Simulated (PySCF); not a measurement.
**triplet HOF at 3 levels**

Wanted: a comparison of 3 runs (UB2PLYP/aug-cc-pVTZ, UCAM-B3LYP/aug-cc-pVTZ, UM06-2X/aug-cc-pVTZ) of triplet HOF. The job is set up through a Python script.

The calculation is run with PySCF 2.14.0.

1 further run of the same task is left out (set aside as unsound or not needed).

### Step 1. The system as given

HOF has 3 atoms, charge 0, and is taken as a triplet. As SMILES of the parent species, `OF`. The shape is that of a GFN2-xTB optimisation. That shape belongs to the parent species and isn't relaxed for this state.

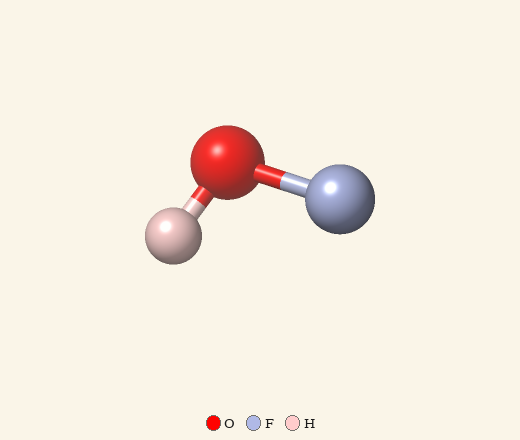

Viewed from a chosen angle; oxygen red, fluorine light blue, hydrogen pink.

### Step 2. The energy at UB2PLYP/aug-cc-pVTZ (run 1)

Contents of run.py:

```python
from pyscf import gto, dft, mp

mol = gto.M(
    atom='''
O      0.414430    -0.197140     0.208800
F     -0.212000     1.020440    -0.004820
H     -0.202430    -0.823300    -0.203980
''',
    verbose=3,
    max_memory=1860,
    charge=0,
    basis='aug-cc-pvtz',
    spin=2,
)

myscf = dft.UKS(mol)
myscf.xc = '0.53*HF + 0.47*B88, 0.73*LYP'
myscf.conv_tol = 1e-10
myscf.grids.level = 5
myscf.kernel()
if not myscf.converged:
    myscf = myscf.newton().run(myscf.mo_coeff, myscf.mo_occ)

pt = mp.MP2(myscf, frozen=2).run()
etot = myscf.e_tot + 0.27 * pt.e_corr
print('PT2 part  %.8f' % (0.27 * pt.e_corr))
print('E = %.10f Eh' % etot)
```

The run is started by

```
$ OMP_NUM_THREADS=1 python run.py
```

The log of the run:

```text
WARN: HOMO -0.108869577635881 >= LUMO -0.368245588135762

converged SCF energy = -175.202161952897  <S^2> = 2.0173336  2S+1 = 3.0115336
E(UMP2) = -175.787603327829  E_corr = -0.585441374932793
E(SCS-UMP2) = -175.759871430683  E_corr = -0.557709477786183
PT2 part  -0.15806917
E = -175.3602311241 Eh
```

Run time: 21 s. Hardware: 1 thread of Arm Neoverse V2, shared host; peak memory 0.6 GiB.

### Step 3. The energy at UCAM-B3LYP/aug-cc-pVTZ (run 2)

Contents of calc.py:

```python
from pyscf import gto, dft

molecule = gto.M(
    atom='O 0.414430 -0.197140 0.208800; F -0.212000 1.020440 -0.004820; H -0.202430 -0.823300 -0.203980',
    max_memory=1860,
    charge=0,
    spin=2,
    basis='aug-cc-pvtz',
    verbose=3,
)

mf = dft.UKS(molecule, xc='cam-b3lyp')
mf.grids.level = 5
mf.conv_tol = 1e-10
mf.kernel()
if not mf.converged:
    mf = mf.newton().run(mf.mo_coeff, mf.mo_occ)

energy = mf.e_tot
print(f'total energy: {energy:.8f} hartree')
```

The run is started by

```
$ OMP_NUM_THREADS=1 python calc.py
```

The log of the run:

```text
WARN: HOMO -0.120316568788397 >= LUMO -0.369584681031714

converged SCF energy = -175.416685334886  <S^2> = 2.0091527  2S+1 = 3.0060956
total energy: -175.41668533 hartree
```

Wall time 26 s (1 thread of Arm Neoverse V2, shared host); peak memory 0.6 GiB.

### Step 4. A single-point energy at UM06-2X/aug-cc-pVTZ (run 3)

Contents of calc.py:

```python
from pyscf import gto, dft

system = gto.M(
    atom='''
O      0.783159    -0.372541     0.394575
F     -0.400622     1.928352    -0.009108
H     -0.382537    -1.555812    -0.385466
''',
    spin=2,
    max_memory=1860,
    verbose=4,
    unit='bohr',
    basis='aug-cc-pvtz',
)

mf = dft.UKS(system)
mf.xc = 'm06-2x'
mf.grids.level = 5
mf.conv_tol = 1e-10
mf.kernel()
if not mf.converged:
    mf = mf.newton().run(mf.mo_coeff, mf.mo_occ)

etot = mf.e_tot
print(f'total energy: {etot:.8f} hartree')
```

The run is started by

```
$ OMP_NUM_THREADS=1 python calc.py
```

The log of the run:

```text
PySCF version 2.14.0

[INPUT] num. atoms = 3
[INPUT] num. electrons = 18
[INPUT] charge = 0
[INPUT] spin (= nelec alpha-beta = 2S) = 2
[INPUT] symmetry False subgroup None
[INPUT] Mole.unit = bohr
[INPUT] Symbol           X                Y                Z      unit          X                Y                Z       unit  Magmom
[INPUT]  1 O      0.414429895327  -0.197140207333   0.208800097999 AA    0.783159000000  -0.372541000000   0.394575000000 Bohr   0.0
[INPUT]  2 F     -0.212000032593   1.020439933032  -0.004819746037 AA   -0.400622000000   1.928352000000  -0.009108000000 Bohr   0.0
[INPUT]  3 H     -0.202429862734  -0.823300254876  -0.203979822784 AA   -0.382537000000  -1.555812000000  -0.385466000000 Bohr   0.0

[... 42 lines left out ...]
WARN: HOMO -0.112224389954141 >= LUMO -0.369161905519773
[... 50 lines left out ...]
converged SCF energy = -175.384843326949  <S^2> = 2.0133729  2S+1 = 3.0089021
total energy: -175.38484333 hartree
```

Run time: 46 s. Hardware: 1 thread of Arm Neoverse V2, shared host; peak memory 0.65 GiB.

### Step 5. Overview of the runs

| run | level | frozen core orbitals | energy (Eh) | dipole moment (D) | HOMO energy (eV) | LUMO energy (eV) | wall time |
| --- | --- | --- | --- | --- | --- | --- | --- |
| 1 | UB2PLYP/aug-cc-pVTZ | 2 | -175.360231 | 2.36 | -7.31 | -2.51 | 21 s |
| 2 | UCAM-B3LYP/aug-cc-pVTZ | – | -175.416685 | 2.09 | -6.70 | -3.53 | 26 s |
| 3 | UM06-2X/aug-cc-pVTZ | – | -175.384843 | 2.15 | -7.14 | -3.53 | 46 s |

### Step 6. Outcome

```
                                 quantity          value
                      run 3: total energy  -175.38484 Eh
                     run 3: dipole moment         2.15 D
run 3: HOMO energy (highest over α and β)       -7.14 eV
 run 3: LUMO energy (lowest over α and β)       -3.53 eV
                              run 3: ⟨S²⟩          2.013
```

**Reading.** The dipole moment (its size) runs from 2.09 D (UCAM-B3LYP/aug-cc-pVTZ) to 2.36 D (UB2PLYP/aug-cc-pVTZ). A double hybrid's value is that of its SCF part. Totals of different functionals can't be ranked against each other. All runs together took 93 s, the longest 46 s.
